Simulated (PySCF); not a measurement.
# Hf(NH2)4: other functionals and bases at one geometry

Aim: see how levels, charges and forces of Hf(NH2)4 depend on the level of theory. It is a constructed species; whether it can be made isn't addressed.

Computed with PySCF 2.14.0. Level: several levels, as the steps say, no spin–orbit coupling.

1 further run of the same task is left out (for a known fault of the program).

### Step 1. The system as given

13 atoms, charge 0, spin multiplicity 1.

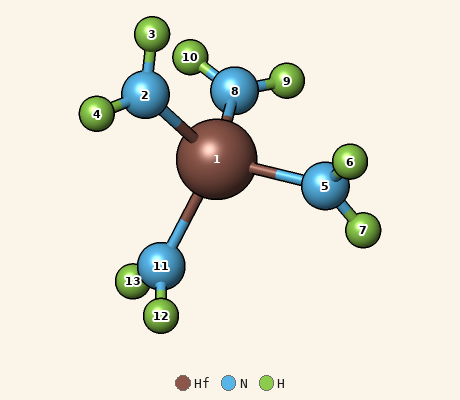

The geometry (hafnium brown, nitrogen blue, hydrogen green); atoms are numbered from 1 in the order of the file.

As a file:

```xyz
13
charge 0, multiplicity 1
Hf    0.0000    0.0000    0.0000
N     1.2037    1.2221    1.1224
H     2.0513    0.9043    1.5896
H     1.1211    2.2238    1.2762
N    -1.2037   -1.1224    1.2221
H    -1.1211   -1.2762    2.2238
H    -2.0513   -1.5895    0.9043
N     1.2037   -1.2221   -1.1224
H     1.1211   -2.2238   -1.2762
H     2.0513   -0.9043   -1.5896
N    -1.2037    1.1224   -1.2221
H    -2.0513    1.5895   -0.9043
H    -1.1211    1.2762   -2.2238
```

Formal oxidation states: Hf +4. An earlier session relaxed this geometry at PBE0, Hf def2-SVP with ECP60, N def2-SVP, H def2-SVP (singlet, point group S4).

At PBE0 on the finer grid: E = -271.551570 Eh, HOMO -6.52 eV, LUMO 0.36 eV, Mulliken charge on Hf1 +0.94 e, largest force component 0.014 eV/Å. 

Levels to run: M06-L; wB97X; PBE0, TZVP. Hardware: 2 threads of Arm Neoverse V1, shared host.

### Step 2. M06-L

run.py (the lines that set the calculation)

```python
mol = gto.M(atom='''
Hf     0.00001     0.00000     0.00000
N      1.20371     1.22207     1.12240
H      2.05128     0.90435     1.58960
H      1.12112     2.22379     1.27617
N     -1.20369    -1.12240     1.22207
H     -1.12109    -1.27618     2.22379
H     -2.05133    -1.58954     0.90433
N      1.20371    -1.22207    -1.12240
H      1.12112    -2.22379    -1.27617
H      2.05128    -0.90435    -1.58960
N     -1.20369     1.12240    -1.22207
H     -2.05133     1.58954    -0.90433
H     -1.12109     1.27618    -2.22379''',
    basis={'Hf': 'def2-SVP', 'N': 'def2-SVP', 'H': 'def2-SVP'},
    ecp={'Hf': 'def2-SVP'},
    charge=0, spin=0)
mf = dft.RKS(mol, xc='M06L')
mf.grids.atom_grid = (75, 302)
mf = mf.density_fit()  # fitting sets: Hf def2-universal-JKFIT, N def2-universal-JKFIT, H def2-universal-JKFIT
mf.conv_tol = 1e-08; mf.max_cycle = 55
mf.kernel(dm0)  # dm0: the density of the relaxed state
```

On the command line:

```
$ OMP_NUM_THREADS=2 python run.py
```

### Step 3. wB97X

run.py (the lines that set the calculation): that of step 2 with these lines changed.

```diff
@@ -17,3 +17,3 @@
     charge=0, spin=0)
-mf = dft.RKS(mol, xc='M06L')
+mf = dft.RKS(mol, xc='WB97X')
 mf.grids.atom_grid = (75, 302)
```

### Step 4. PBE0, TZVP

Basis: Hf def2-TZVP with ECP60, N def2-TZVP, H def2-TZVP. 

run.py (the lines that set the calculation): that of step 3 with these lines changed.

```diff
@@ -14,6 +14,6 @@
 H     -1.12109     1.27618    -2.22379''',
-    basis={'Hf': 'def2-SVP', 'N': 'def2-SVP', 'H': 'def2-SVP'},
-    ecp={'Hf': 'def2-SVP'},
+    basis={'Hf': 'def2-TZVP', 'N': 'def2-TZVP', 'H': 'def2-TZVP'},
+    ecp={'Hf': 'def2-TZVP'},
     charge=0, spin=0)
-mf = dft.RKS(mol, xc='WB97X')
+mf = dft.RKS(mol, xc='PBE0')
 mf.grids.atom_grid = (75, 302)
@@ -21,2 +21,2 @@
 mf.conv_tol = 1e-08; mf.max_cycle = 55
-mf.kernel(dm0)  # dm0: the density of the relaxed state
+mf.kernel(dm0)  # dm0: free metal ions and neutral atoms
```

Before running it: what results should come out? Wanted: for each run, HOMO; gap; charge on Hf1; dipole; largest force.

**Answer**, as computed:

| level | state | HOMO (eV) | gap (eV) | charge on Hf1 (e) | dipole (D) | largest force (eV/Å) | basis functions | time |
| --- | --- | --- | --- | --- | --- | --- | --- | --- |
| PBE0 (relaxed here) | singlet | -6.52 | 6.88 | 0.94 | 0.00 | 0.01 | 128 | 35 s |
| M06-L | singlet | -5.31 | 5.50 | 1.13 | 0.00 | 0.09 | 128 | 17 s |
| wB97X | singlet | -9.00 | 11.06 | 0.97 | 0.00 | 0.06 | 128 | 12 s |
| PBE0, TZVP | singlet | -6.67 | 6.82 | 1.35 | 0.00 | 0.31 | 212 | 36 s |

Times are on 2 threads of Arm Neoverse V1, shared host; the first row also made further properties.

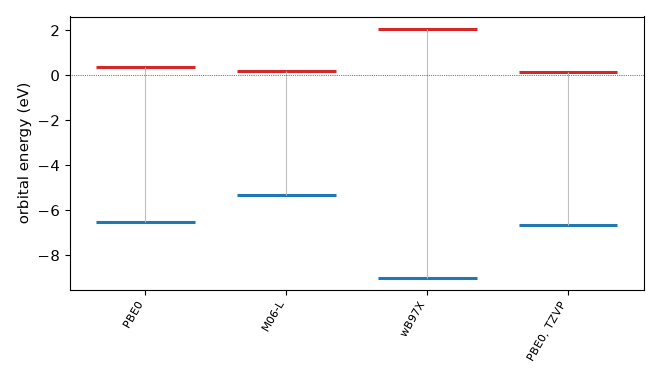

Highest filled and lowest empty level, method by method.

In one basis the HOMO–LUMO gap runs from 5.50 eV (M06-L) to 11.06 eV (wB97X). The largest leftover force, 0.31 eV/Å with PBE0, TZVP, stands at a geometry relaxed at another level. The Mulliken charge on Hf spans +0.94 to +1.35 e over the levels. Total energies of different levels can't be compared. Spin–orbit coupling is left out throughout.
